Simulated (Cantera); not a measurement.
A closed system holds: 1 mol SiCl4, 0.18 mol HCl, 730 mol H2, equilibrated at 0.410 bar.

Cantera equilibrium calculation (NASA polynomials, part measured and part estimated; ideal gas, pure solids and liquids). Candidate condensed phases: Si; 19 gas species. The tables' values for SiCl3 are old estimates; treat these amounts as uncertain. Equilibrium is a limit: real reactors are often held back by kinetics, nucleation or transport.

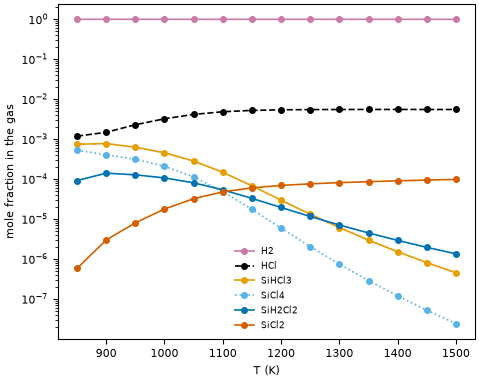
*Equilibrium gas composition (values under 1e-9 drawn at 1e-9)*

Question: Read off the mole fractions at 1000 K.

Answer: H2 about 1.00, HCl about 0.0032, SiHCl3 about 0.00045, SiCl4 about 0.00021, SiH2Cl2 about 0.00011, SiCl2 about 1.8e-5.
